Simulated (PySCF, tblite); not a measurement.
# CH₃ClF₃O₂Si₂ radical, a small gas-phase stand-in for a defect centre (Si site with back bonds Cl, OC, O[Si](F)(F)F): EPR parameters

Wanted: the EPR parameters for `CO[Si](Cl)O[Si](F)(F)F`. It is drawn as: dangling bond.

Programs: tblite 0.8.0 and PySCF 2.14.0. All values are calculated, for the isolated system unless a continuum is named. Atoms count from 0, parts from 1.

## 1. The system as given

12 atoms, charge 0, multiplicity 2; geometry: distance geometry start.

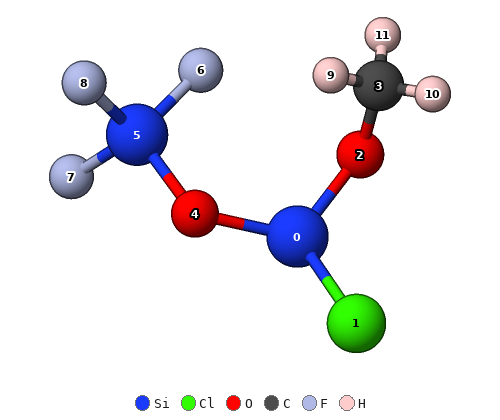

The starting geometry (silicon blue, chlorine green, oxygen red, carbon dark grey, fluorine light blue, hydrogen pink), atoms numbered.

## 2. Geometry optimisation with GFN2-xTB

The job: settings as JSON, then the geometry in Å.

```
{"job": {"kind": "relax", "xc": "GFN2-xTB", "basis": "xTB"}, "charge": 0, "multiplicity": 2}
Si    -2.459286     0.564560     0.921818
Cl    -3.403577     1.993372     2.241684
O     -1.233031    -0.461251     1.678819
C      0.072668    -0.045575     1.954037
O     -2.138457     1.121824    -0.705456
Si    -1.173605     0.249402    -1.905779
F     -0.287250    -0.949795    -1.139923
F     -2.209188    -0.469623    -3.045154
F     -0.119918     1.336250    -2.669624
H      0.340918     0.667129     1.270594
H      0.135476     0.291366     2.910055
H      0.701168    -0.871172     1.821178
```

With the program's defaults for keys left out, this is: GFN2-xTB geometry optimisation, gas phase.

The run is started by

```
OMP_NUM_THREADS=1 python cluster_run.py task.json out
```

One launch serves the whole session: the jobs run in the order shown.

The log of the run:

```text
step      E/eV     max force
  0    -931.69576    3.676
  1    -932.64790    2.696
  2    -933.28216    2.956
  3    -933.46863    1.198
  4    -933.57081    0.992
  5    -933.70329    1.474
  6    -933.74118    0.922
  7    -933.79408    0.784
  8    -933.81207    0.536
  9    -933.83258    0.341
 10    -933.84322    0.333
 11    -933.85688    0.387
 12    -933.86787    0.420
 13    -933.88228    0.390
 14    -933.89355    0.312
 15    -933.90169    0.258
 16    -933.90924    0.220
 17    -933.91746    0.305
 18    -933.92366    0.297
 19    -933.92752    0.184
 20    -933.93022    0.167
 21    -933.93300    0.161
 22    -933.93605    0.182
 23    -933.93873    0.160
 24    -933.94098    0.109
 25    -933.94349    0.128
 26    -933.94719    0.205
 27    -933.95200    0.237
 28    -933.95650    0.184
 29    -933.96045    0.196
 30    -933.96476    0.219
 31    -933.96899    0.188
 32    -933.97261    0.164
 33    -933.97499    0.104
 34    -933.97647    0.104
 35    -933.97773    0.098
 36    -933.97864    0.130
 37    -933.98022    0.086
 38    -933.98154    0.074
 39    -933.98259    0.074
 40    -933.98351    0.099
 41    -933.98468    0.112
 42    -933.98567    0.075
 43    -933.98661    0.073
 44    -933.98761    0.101
 45    -933.98941    0.093
 46    -933.99141    0.118
 47    -933.99315    0.103
 48    -933.99474    0.120
 49    -933.99651    0.130
 50    -933.99568    0.264
 51    -933.99976    0.095
 52    -934.00172    0.093
 53    -934.00525    0.279
 54    -934.00941    0.112
 55    -934.01171    0.123
 56    -934.00664    0.332
 57    -934.01487    0.119
 58    -934.01617    0.107
 59    -934.01781    0.148
 60    -934.01904    0.057
 61    -934.01956    0.038
 62    -934.02021    0.051
 63    -934.02051    0.055
 64    -934.02118    0.072
 65    -934.02249    0.116
 66    -934.02398    0.130
 67    -934.02652    0.143
 68    -934.02944    0.134
 69    -934.02816    0.255
 70    -934.03337    0.216
 71    -934.03502    0.115
 72    -934.03767    0.129
 73    -934.03908    0.093
 74    -934.04067    0.101
 75    -934.04183    0.096
 76    -934.04271    0.051
 77    -934.04306    0.046
 78    -934.04329    0.047
 79    -934.04358    0.042
 80    -934.04396    0.033
 81    -934.04421    0.038
 82    -934.04432    0.032
 83    -934.04437    0.023
 84    -934.04442    0.016
 85    -934.04448    0.020
 86    -934.04455    0.027
 87    -934.04467    0.038
 88    -934.04488    0.046
 89    -934.04514    0.043
 90    -934.04538    0.035
 91    -934.04552    0.025
 92    -934.04557    0.013
 93    -934.04559    0.015
 94    -934.04562    0.019
 95    -934.04568    0.022
 96    -934.04576    0.027
 97    -934.04590    0.041
 98    -934.04614    0.053
 99    -934.04652    0.058
100    -934.04708    0.062
101    -934.04787    0.072
102    -934.04877    0.071
103    -934.04974    0.077
104    -934.05120    0.107
105    -934.04125    0.506
106    -934.05266    0.075
107    -934.05343    0.061
108    -934.05412    0.191
109    -934.05505    0.035
110    -934.05534    0.040
111    -934.05560    0.095
112    -934.05583    0.050
113    -934.05615    0.030
114    -934.05652    0.038
115    -934.05693    0.067
116    -934.05725    0.069
117    -934.05789    0.084
118    -934.05788    0.105
119    -934.05852    0.065
120    -934.05875    0.036
121    -934.05899    0.024
122    -934.05916    0.033
123    -934.05929    0.027
124    -934.05939    0.022
125    -934.05944    0.017
126    -934.05946    0.014
127    -934.05947    0.009
128    -934.05949    0.010
129    -934.05950    0.008
130    -934.05951    0.008
131    -934.05952    0.008
132    -934.05953    0.009
133    -934.05955    0.014
134    -934.05958    0.019
135    -934.05963    0.020
136    -934.05968    0.016
137    -934.05973    0.017
138    -934.05976    0.015
139    -934.05979    0.012
140    -934.05981    0.008
141    -934.05983    0.009
142    -934.05984    0.009
143    -934.05984    0.008
```

It took 4.3 s on 1 thread of Arm Neoverse V2, shared host.

The steps of the relaxation:

```tsv
step	energy from step 0 (eV)	largest force (eV/Å)
0	0.0000	3.6762
6	-2.0454	0.9218
12	-2.1721	0.4197
18	-2.2279	0.2971
24	-2.2452	0.1088
30	-2.2690	0.2185
36	-2.2829	0.1305
42	-2.2899	0.0757
48	-2.2990	0.1201
54	-2.3137	0.1120
60	-2.3233	0.0564
66	-2.3282	0.1303
72	-2.3419	0.1291
78	-2.3475	0.0464
84	-2.3487	0.0158
90	-2.3496	0.0352
96	-2.3500	0.0265
102	-2.3530	0.0713
108	-2.3584	0.1905
114	-2.3608	0.0385
120	-2.3630	0.0357
126	-2.3637	0.0142
132	-2.3638	0.0085
138	-2.3640	0.0153
143	-2.3641	0.0079
```

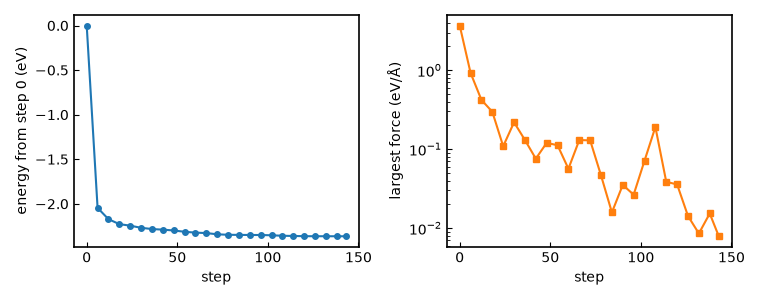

Energy and force, step by step.

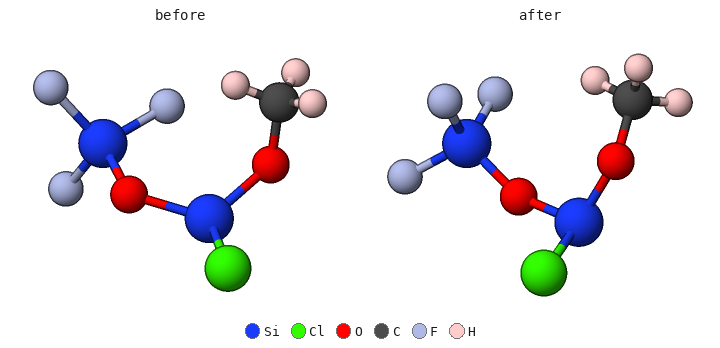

Before and after, at one scale.

Distances of close pairs at the start and the end, largest changes first:

```tsv
bond	before (Å)	after (Å)	change (Å)
O4–Si5	1.770	1.577	-0.193
Si0–Cl1	2.162	1.990	-0.172
Si0–O2	1.769	1.615	-0.154
Si5–F7	1.699	1.573	-0.127
Si5–F8	1.696	1.579	-0.117
Si0–O4	1.750	1.648	-0.102
Si5–F6	1.676	1.580	-0.096
C3–H10	1.016	1.090	+0.075
```

## 3. Geometry optimisation at PBE0-D3(BJ)/def2-SVP

The job: settings as JSON, then the geometry in Å.

```
{"job": {"xc": "PBE0", "basis": "def2-SVP", "d3": "d3bj", "grid": 2, "kind": "geom", "shake": 0.01}, "charge": 0, "multiplicity": 2}
Si    -1.536525    -0.046700     0.828234
Cl    -2.645890     1.633274     1.012435
O     -0.230461     0.236094     1.667705
C      1.108951    -0.316821     1.624098
O     -1.179937    -0.256516    -0.773532
Si    -0.205249    -0.024193    -1.985006
F      0.859721    -1.207492    -2.068744
F     -1.011059     0.020364    -3.325773
F      0.644598     1.304344    -1.862304
H      1.377447    -0.523213     0.608402
H      1.750075     0.400169     2.084206
H      1.106819    -1.246898     2.207279
```

The log of the run:

```text
step   0  E = -1527.80417731  max force = 0.058689
step   1  E = -1527.81251924  max force = 0.011670
step   2  E = -1527.81307322  max force = 0.002478
step   3  E = -1527.81333269  max force = 0.001727
step   4  E = -1527.81309141  max force = 0.008613
step   5  E = -1527.81362756  max force = 0.003101
step   6  E = -1527.81363993  max force = 0.000562
step   7  E = -1527.81370785  max force = 0.000592
step   8  E = -1527.81372503  max force = 0.000650
step   9  E = -1527.81374404  max force = 0.000926
step  10  E = -1527.81375205  max force = 0.000951
step  11  E = -1527.81376281  max force = 0.000657
step  12  E = -1527.81377124  max force = 0.000291
optimisation converged
```

Wall time 5.2 min (1 thread of Arm Neoverse V2, shared host); peak memory 0.83 GiB.

Step by step: (the energy doesn't fall at every step)

```tsv
step	energy from step 0 (eV)	largest force component (eV/Å)
0	0.0000	3.0179
1	-0.2270	0.6001
2	-0.2421	0.1274
3	-0.2491	0.0888
4	-0.2426	0.4429
5	-0.2572	0.1595
6	-0.2575	0.0289
7	-0.2593	0.0304
8	-0.2598	0.0334
9	-0.2603	0.0476
10	-0.2605	0.0489
11	-0.2608	0.0338
12	-0.2611	0.0150
```

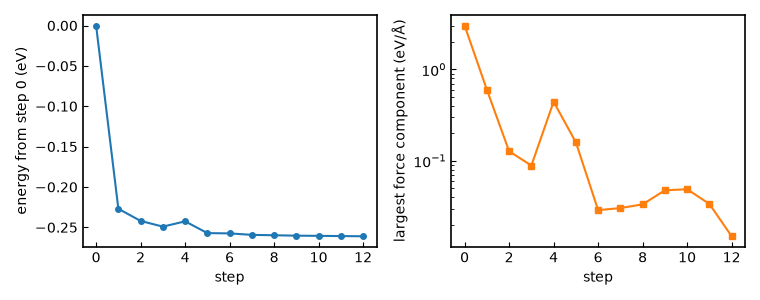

Energy and largest force along the relaxation.

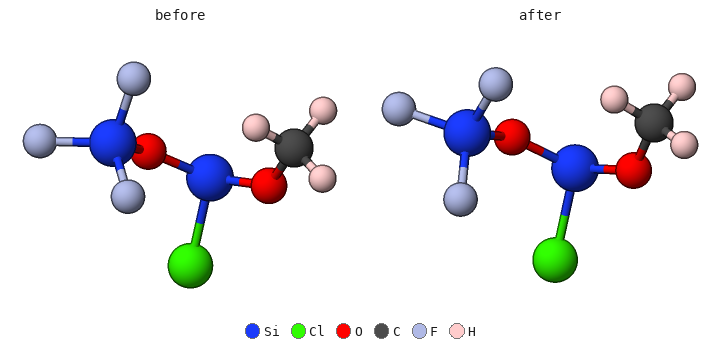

The geometry before (left) and after (right).

Close pairs (by a distance rule), those that changed most:

```tsv
bond	before (Å)	after (Å)	change (Å)
Si0–O2	1.578	1.645	+0.067
O2–C3	1.450	1.408	-0.041
O4–Si5	1.572	1.612	+0.040
Si0–Cl1	2.022	2.060	+0.038
C3–H10	1.066	1.099	+0.033
C3–H9	1.071	1.103	+0.032
Si5–F7	1.565	1.591	+0.026
Si0–O4	1.654	1.670	+0.016
```

The next job starts from the end point, and lists it.

```tsv
at the end point	value
point group (found at 0.08 Å tolerance)	C1
rotational constants (GHz, main isotopes)	1.347, 0.682, 0.531
dipole moment (D)	2.41
⟨S²⟩	0.752
```

## 4. EPR parameters: B3LYP/IGLO-III+pcH-1

The job: settings as JSON, then the geometry in Å.

```
{"job": {"kind": "epr"}, "charge": 0, "multiplicity": 2}
Si    -1.656657     0.001704     1.150021
Cl    -2.657835     1.796178     1.290921
O     -0.212669     0.200342     1.912217
C      0.945360    -0.595403     1.815362
O     -1.371603    -0.326885    -0.462469
Si    -0.557278    -0.003447    -1.815443
F      0.833766    -0.791827    -1.822892
F     -1.390660    -0.462681    -3.090306
F     -0.232368     1.550245    -1.953780
H      1.170972    -0.872039     0.772173
H      1.790521    -0.016364     2.213569
H      0.846609    -1.517633     2.411468
```

With the program's defaults for keys left out, this is: UKS B3LYP, IGLO-III on C Cl F O Si, pcH-1 on H, non-relativistic, mean-field spin-orbit, GIAO.

The log of the run:

```text
UKS, coarse grid
  cycle   1  E = -1529.42170531  |g| = 9.98e-01
  cycle   2  E = -1528.82305542  |g| = 1.66e+00
  cycle   3  E = -1529.72166229  |g| = 1.87e-01
  cycle   4  E = -1529.73238916  |g| = 8.82e-02
  cycle   5  E = -1529.73476757  |g| = 1.70e-02
  cycle   6  E = -1529.73485804  |g| = 8.67e-03
  cycle   7  E = -1529.73488274  |g| = 2.77e-03
  cycle   8  E = -1529.73488448  |g| = 6.36e-04
UKS, final grid
  cycle   1  E = -1529.73505284  |g| = 8.05e-04
  cycle   2  E = -1529.73505257  |g| = 1.25e-03
  cycle   3  E = -1529.73505306  |g| = 1.19e-04
  cycle   4  E = -1529.73505307  |g| = 3.06e-05
  cycle   5  E = -1529.73505307  |g| = 1.53e-05
E = -1529.73505307 Eh   <S^2> = 0.7517 (exact 0.7500)
g shifts (ppm)      1          2          3
  rmc          -224       -224       -224
  gc             89         99         58
  oz_so       -2418       -617       -338
  total       -2552       -743       -503
hyperfine (MHz)  atom isotope    a_iso     a_fc   dipolar eigenvalues
    0  29Si   -1217.78   -1218.84   -110.91     54.70     56.22
    1  35Cl      43.19      42.77    -24.11    -23.80     47.92
    2   17O     -42.21     -42.16    -36.36     17.83     18.53
    3   13C      -2.86      -2.87     -1.08     -0.90      1.98
    4   17O    -106.25    -106.19    -12.59      5.86      6.73
    5  29Si     -45.21     -45.26     -4.32      2.14      2.18
    6   19F       5.43       5.44     -3.06     -2.58      5.64
    7   19F       5.84       5.85     -3.14     -2.88      6.02
    8   19F      14.20      14.17     -5.39     -4.98     10.36
    9    1H       0.12       0.12     -2.33     -1.36      3.69
   10    1H       7.53       7.53     -1.89     -1.10      2.98
   11    1H       4.43       4.43     -2.64     -1.73      4.37
```

Wall time 2.6 min (1 thread of Arm Neoverse V2, shared host); peak memory 1.6 GiB.

Principal g values 1.99977, 2.00158, 2.00182; g(iso) = 2.00105, against 2.00232 for a free electron.

Hyperfine couplings, nucleus by nucleus at this fixed geometry (no averaging over rotations):

```tsv
nuclei	isotope	a(iso) (MHz)	a(iso) (G, at g = 2.0023)	largest dipolar term (MHz)
Si0	29Si	-1217.8	-434.5	-110.9
O4	17O	-106.2	-37.9	-12.6
Si5	29Si	-45.2	-16.1	-4.3
Cl1	35Cl	43.2	15.4	47.9
O2	17O	-42.2	-15.1	-36.4
F8	19F	14.2	5.1	10.4
H10	1H	7.5	2.7	3.0
F7	19F	5.8	2.1	6.0
F6	19F	5.4	1.9	5.6
H11	1H	4.4	1.6	4.4
C3	13C	-2.9	-1.0	2.0
H9	1H	0.1	0.0	3.7
```

Mulliken spin populations:

```tsv
atom	value (e)
Si0	0.81
Cl1	0.10
O2	0.06
C3	-0.01
O4	0.00
Si5	0.02
F6	0.00
F7	0.00
F8	0.00
H9	0.00
H10	0.00
H11	0.01
```

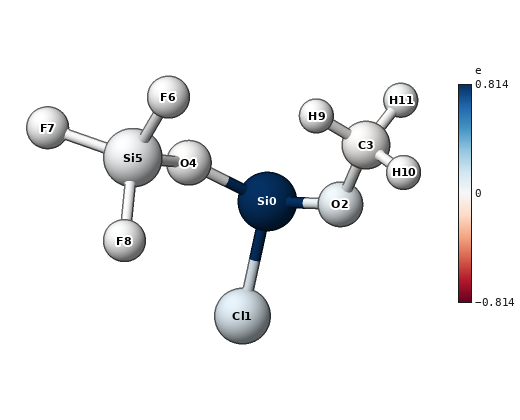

Mulliken spin populations, as colours on the atoms.

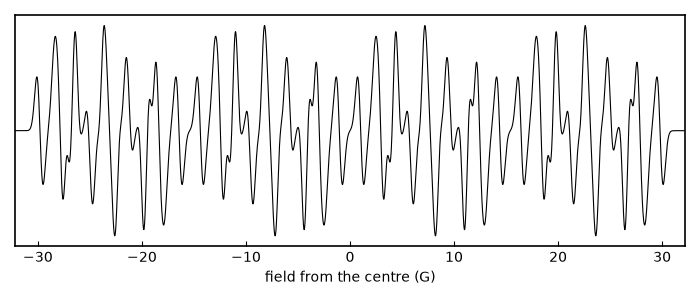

First-order isotropic spectrum (first derivative, main isotopes with spin only, couplings over 0.8 MHz, Gaussian width 0.3 G; couplings of the frozen geometry, rotation of groups not averaged beyond the rows shown).

## 5. EPR parameters: BHandHLYP/IGLO-III+pcH-1

Settings changed since step 4:

```diff
@@ -1,2 +1,2 @@
-{"job": {"kind": "epr"}, "charge": 0, "multiplicity": 2}
+{"job": {"kind": "epr", "xc": "BHandHLYP"}, "charge": 0, "multiplicity": 2}
 Si    -1.656657     0.001704     1.150021
```

Method: UKS BHandHLYP, IGLO-III on C Cl F O Si, pcH-1 on H, non-relativistic, mean-field spin-orbit, GIAO.

The log of the run:

```text
UKS, coarse grid
  cycle   1  E = -1529.23950505  |g| = 8.50e-01
  cycle   2  E = -1529.19348390  |g| = 9.71e-01
  cycle   3  E = -1529.47762785  |g| = 6.71e-02
  cycle   4  E = -1529.47903258  |g| = 4.32e-02
  cycle   5  E = -1529.47972721  |g| = 8.61e-03
  cycle   6  E = -1529.47977159  |g| = 3.28e-03
  cycle   7  E = -1529.47977813  |g| = 1.32e-03
  cycle   8  E = -1529.47977925  |g| = 5.87e-04
UKS, final grid
  cycle   1  E = -1529.47988613  |g| = 6.47e-04
  cycle   2  E = -1529.47988610  |g| = 7.89e-04
  cycle   3  E = -1529.47988629  |g| = 6.21e-05
  cycle   4  E = -1529.47988630  |g| = 4.55e-05
  cycle   5  E = -1529.47988630  |g| = 1.22e-05
E = -1529.47988630 Eh   <S^2> = 0.7528 (exact 0.7500)
g shifts (ppm)      1          2          3
  rmc          -225       -225       -225
  gc             88        110         44
  oz_so       -2522       -783       -321
  total       -2659       -898       -501
hyperfine (MHz)  atom isotope    a_iso     a_fc   dipolar eigenvalues
    0  29Si   -1256.43   -1257.49   -120.13     58.43     61.69
    1  35Cl      44.43      44.09    -23.36    -23.30     46.65
    2   17O     -47.37     -47.32    -34.32     16.83     17.49
    3   13C      -3.21      -3.21     -1.02     -0.79      1.81
    4   17O    -104.36    -104.31    -12.55      5.84      6.71
    5  29Si     -38.89     -38.94     -4.29      2.11      2.18
    6   19F       3.79       3.79     -2.57     -2.14      4.71
    7   19F       4.24       4.25     -2.63     -2.44      5.07
    8   19F      10.87      10.85     -4.47     -4.16      8.63
    9    1H       0.12       0.11     -2.29     -1.43      3.72
   10    1H       5.42       5.42     -1.78     -1.13      2.91
   11    1H       2.45       2.44     -2.64     -1.76      4.40
```

It took 2.9 min on 1 thread of Arm Neoverse V2, shared host; peak memory 1.6 GiB.

In short: g(iso) 2.00097.

## 6. Run by run: EPR parameters

g, ⟨S²⟩ and isotropic hyperfine couplings (MHz), with basis size and wall time:

```tsv
run	g(iso)	⟨S²⟩	29Si Si0	17O O4	29Si Si5	35Cl Cl1	17O O2	functions	time
B3LYP/IGLO-III+pcH-1	2.00105	0.752	-1217.8	-106.2	-45.2	43.2	-42.2	372	2.6 min
BHandHLYP/IGLO-III+pcH-1	2.00097	0.753	-1256.4	-104.4	-38.9	44.4	-47.4	372	2.9 min
```

## 7. Outcome

| quantity | value |
| --- | --- |
| point group | C1 |
| rotational constants (main isotopes) | 1.35, 0.68, 0.53 GHz |
| g(iso) (B3LYP) | 2.00105 |
| ⟨S²⟩ | 0.752 (exact 0.75) |
| largest a(iso) | 29Si on Si0, -1217.8 MHz |

The start of the PBE0/def2-SVP relaxation was shaken at random by about 0.01 Å, so part of the energy gained, and of the first lengths quoted, undoes that. Relaxing lowered the energy by 0.261 eV in 12 steps; the close pair that moved most is Si0–O2, from 1.578 to 1.645 Å (PBE0/def2-SVP). Si0 carries the largest spin population, 0.81 e. The isotropic g lies 1.3 ppt below the free-electron value. The coupling of 29Si on Si0 runs from -1256.4 (BHandHLYP/IGLO-III+pcH-1) to -1217.8 MHz (B3LYP/IGLO-III+pcH-1). A capped cluster stands for the solid here, so long-range fields and strain are missing, and bands or shifts of the capping hydrogens have no counterpart in it.
